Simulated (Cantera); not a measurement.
Feed: 1 mol Fe, 19 mol H2O, 2.3 mol CO, equilibrated at 75.0 Torr.

Equilibrium computed with Cantera from the NASA thermochemical tables; the gas is ideal and each condensed phase is pure. Candidate condensed phases: C, C6H6, C7H8, C8H18, Fe, Fe(CO)5, FeO, Fe(OH)2, Fe(OH)3, Fe2O3, Fe3O4, H2O; 114 gas species. The tables' stoichiometric FeO is somewhat more stable than real wüstite, so its field is too wide. FeO: taken at fixed stoichiometry. Rates play no part.

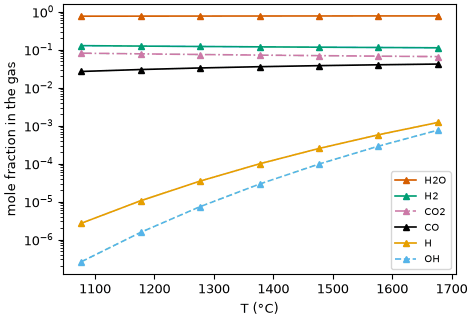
Equilibrium gas composition (values under 1e-9 drawn at 1e-9)

**Question.** Read off the mole fractions at 1577 °C.

**Answer.** H2O about 0.78, H2 about 0.11, CO2 about 0.068, CO about 0.040, H about 0.00058, OH about 0.00029.
